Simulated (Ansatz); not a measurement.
## Electronic structure of CH4Sn (SMILES [CH3][SnH]) in real space

Input

```
crystal:
  periodic: [false, false, false]
  atoms:
    - symbol: C
      position_ang: [-2.115114, -0.590837, -0.471880]
    - symbol: Sn
      position_ang: [-0.057060, 0.172199, -0.111644]
    - symbol: H
      position_ang: [-2.476608, -1.106599, 0.434348]
    - symbol: H
      position_ang: [-2.817654, 0.211854, -0.738765]
    - symbol: H
      position_ang: [-2.090287, -1.339469, -1.282320]
    - symbol: H
      position_ang: [0.549670, -1.481307, 0.246722]
basis:
  gaussian:
    orbitals: def2-TZVPD
magnetization:
  spin_polarized: false
hamiltonian:
  xc: {name: PBE0}
output: {forces: true, orbitals: {seedname: orbitals}}
```

Run with:

```sh
ansatz run input.yaml --threads 1 --pin off --max-ram 2610MiB --events-out events.jsonl --progress --plain --runs-dir runs
```

Geometry: B3LYP-D3(BJ)/def2-SVP; core potentials replace the inner electrons of Sn.

The calculation used isolated molecule in a Gaussian basis; Kohn-Sham density functional theory, functional PBE0 (Ansatz).

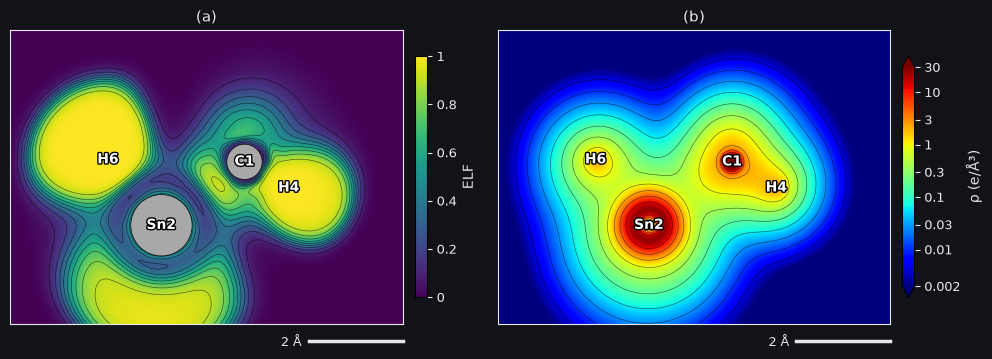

Figure 1. (a) electron localisation function; (b) electron density on the plane of atoms Sn2, C1 and H4. Grey discs cover the atomic cores in the ELF map.

Question: Interpret the plot.

Answer: Atoms in the plane: C, Sn and H. C–Sn (2.22 Å): the density is about 0.62 e/Å³ at the midpoint; the ELF peaks at about 0.90 in the valence shell of C, 0.7 Å from its nucleus, and drops to about 0.20 between the two atoms. C–H (1.10 Å): the density is about 1.9 e/Å³ at the midpoint; the ELF climbs to about 1 towards the hydrogen, as it does in any bond to H: an ordinary covalent bond to hydrogen. Sn–H (1.80 Å): ρ is about 0.94 e/Å³ halfway; the ELF climbs to about 1 towards the hydrogen.

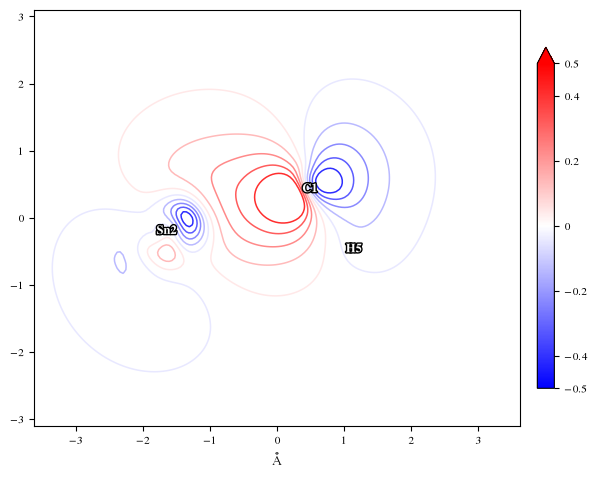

Figure 2. The HOMO−1 on the plane of atoms Sn2, C1 and H5 (values in Å⁻³ᐟ²; the overall sign is arbitrary).

Question: What is the character of this orbital?

Answer: By Hirshfeld shares it lies mainly on Sn2 (about 40 %), H6 (about 25 %) and C1 (about 25 %). Its energy is −7.74 eV.

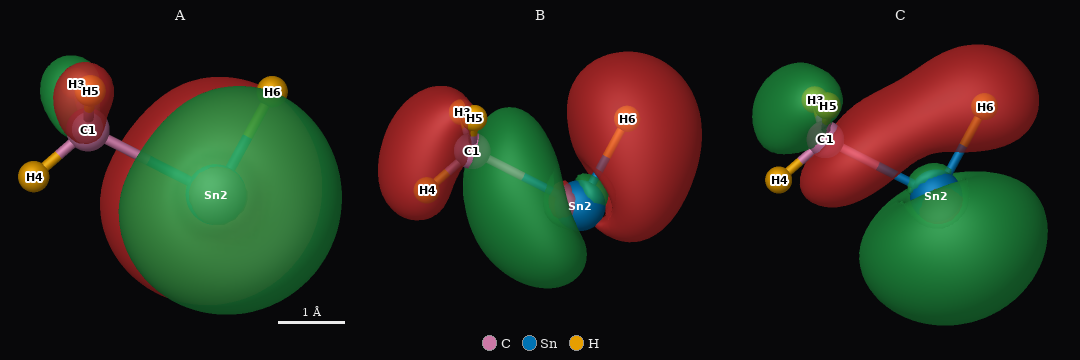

Figure 3. Three frontier orbitals at ±0.08 Å⁻³ᐟ² (green and red are the two phases), in no order.

Question: Which picture is the HOMO−1, the HOMO and the LUMO?

Answer: B is the HOMO−1 (−7.74 eV). Its weight (Hirshfeld) is mainly on Sn2 (about 40 %), H6 (about 25 %) and C1 (about 25 %). C is the HOMO (−6.26 eV). It lies mainly on Sn2 (about 65 %), C1 (about 15 %) and H6 (about 10 %). A is the LUMO (−2.65 eV). It lies mainly on Sn2 (about 90 %).

Question: What is the HOMO–LUMO gap?

Answer: 3.61 eV between the orbital energies.
